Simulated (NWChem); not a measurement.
**KLi (Lithium Potassium): PBE0/def2-TZVP**

Aim: the vertical singlet–triplet gap of KLi (Lithium Potassium) at PBE0/def2-TZVP, from 2 runs. 

The results are computed with NWChem 7.3.0.

4 further runs of the same task are left out: 4 set aside as unsound or not needed.

## 1. The structure to begin with

KLi: 2 atoms, total charge 0, spin state singlet. SMILES: `[Li][K]`. The bond length is the measured one.

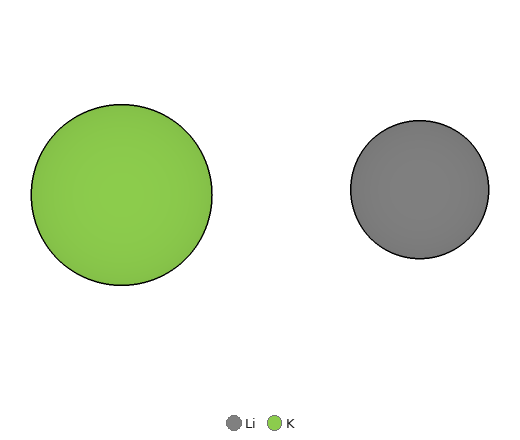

Viewed from a chosen angle; lithium grey, potassium green.

## 2. Energy and forces at PBE0/def2-TZVP

kli.nw reads:

```
start kli
title "KLi gradient"
memory stack 880 mb heap 220 mb global 1100 mb
charge 0
geometry units angstrom noautosym nocenter noautoz
  Li       0.000000       0.000000       0.000000
  K        0.000000       0.000000       3.270000
end
basis spherical bse
  Li library def2-TZVP
  K library def2-TZVP
end
dft
  xc pbe0
  grid xfine
  convergence energy 1e-08
  iterations 100
  mulliken
end
task dft gradient
```

Started as:

```bash
$ nwchem kli.nw > kli.out
```

Output:

```text
[...]
          Wavefunction type:  closed shell.
          No. of atoms     :     2
          No. of electrons :    22
[...]
          Charge           :     0
          Spin multiplicity:     1
[...]
          AO basis - number of functions:    47
[...]
              XC Information
              --------------
                         PBE0 Method XC Functional
                     Hartree-Fock (Exact) Exchange  0.250
          PerdewBurkeErnzerhof Exchange Functional  0.750
            Perdew 1991 LDA Correlation Functional  1.000 local
           PerdewBurkeErnz. Correlation Functional  1.000 non-local
[...]
 d= 0,ls=0.0,diis     1   -607.2237155694 -6.16D+02  9.67D-03  9.69D-02     0.9
[...]
 d= 0,ls=0.0,diis     7   -607.2291731747 -5.73D-09  1.46D-06  9.05D-11     4.2
         Total DFT energy =     -607.229173174734
      One electron energy =     -852.398401049369
           Coulomb energy =      271.041578697742
    Exchange-Corr. energy =      -35.096541402001
 Nuclear repulsion energy =        9.224190578894
[...]
      Total Density - Mulliken Population Analysis
     ---------------------------------------------
    Atom       Charge   Shell Charges
 -----------   ------   -------------------------------------------------------
    1 Li   3     3.08   0.36  1.27  0.34  0.47  0.60  0.00  0.00  0.03
    2 K   19    18.92   2.00  2.00  1.20  0.78  0.71  0.13  5.98  4.60  1.39  0.10  0.00  0.01  0.02
[...]
  wavefunction    = closed shell
                         DFT ENERGY GRADIENTS
    atom               coordinates                        gradient
                 x          y          z           x          y          z
   1 Li      0.000000   0.000000   0.000000    0.000000  -0.000000   0.002499
   2 K       0.000000   0.000000   6.179404   -0.000000   0.000000  -0.002499
[...]
```

It took 6.3 s on 1 thread of Intel Xeon Platinum 8488C (Sapphire Rapids), shared host; peak memory 0.11 GiB.

## 3. The triplet: a single-point energy at UPBE0/def2-TZVP

kli.nw reads:

```
start kli
title "KLi PBE0"
memory 2200 mb

geometry units angstrom noautosym nocenter noautoz
  Li    0.000000    0.000000    0.000000
  K     0.000000    0.000000    3.270000
end

basis spherical bse
  * library def2-TZVP
end

dft
  xc pbe0
  mult 3
  grid xfine
  convergence energy 1e-08
  iterations 100
  mulliken
  print medium
end

task dft energy
```

Started as:

```bash
$ nwchem kli.nw > kli.out
```

Output:

```text
[...]
          Wavefunction type:  spin polarized.
          No. of atoms     :     2
          No. of electrons :    22
[...]
          Charge           :     0
          Spin multiplicity:     3
[...]
          AO basis - number of functions:    47
[...]
              XC Information
              --------------
                         PBE0 Method XC Functional
                     Hartree-Fock (Exact) Exchange  0.250
          PerdewBurkeErnzerhof Exchange Functional  0.750
            Perdew 1991 LDA Correlation Functional  1.000 local
           PerdewBurkeErnz. Correlation Functional  1.000 non-local
[...]
 d= 0,ls=0.0,diis     1   -607.1836148158 -6.16D+02  3.04D-02  2.66D-02     0.7
[...]
 d= 0,ls=0.0,diis     9   -607.1980841934 -2.95D-09  6.34D-06  3.34D-10     5.6
[...]
         Total DFT energy =     -607.198084193372
      One electron energy =     -852.023788746810
           Coulomb energy =      270.698598497878
    Exchange-Corr. energy =      -35.097084523335
 Nuclear repulsion energy =        9.224190578894
[...]
      Total Density - Mulliken Population Analysis
     ---------------------------------------------
    Atom       Charge   Shell Charges
 -----------   ------   -------------------------------------------------------
    1 Li   3     3.00   0.36  1.27  0.34  0.50  0.37  0.00  0.01  0.15
    2 K   19    19.00   2.00  2.00  1.20  0.78  0.75  0.14  5.98  4.60  1.39  0.13  0.00  0.01  0.02
[...]
      <S2> =      2.0001 (Exact =     2.0000)
[...]
```

Wall time 6.6 s (1 thread of Intel Xeon Platinum 8488C (Sapphire Rapids), shared host); peak memory 0.11 GiB.

## 4. What came out

Level: PBE0/def2-TZVP.

| quantity | value |
| --- | --- |
| singlet: total energy | -607.22917 Eh |
| singlet: dipole moment | 3.30 D |
| singlet: HOMO energy | -3.30 eV |
| singlet: LUMO energy | -1.22 eV |
| singlet: HOMO–LUMO gap | 2.08 eV |
| singlet: largest force on an atom | 0.129 eV/Å |
| triplet: total energy | -607.19808 Eh |
| triplet: dipole moment | 0.63 D |
| triplet: HOMO energy (highest over α and β) | -2.65 eV |
| triplet: LUMO energy (lowest over α and β) | -1.82 eV |
| triplet: ⟨S²⟩ | 2.000 |
| vertical energy of the triplet above the singlet | 0.846 eV |

What this shows: At this shape the triplet lies 0.85 eV (81.6 kJ/mol) above the singlet.
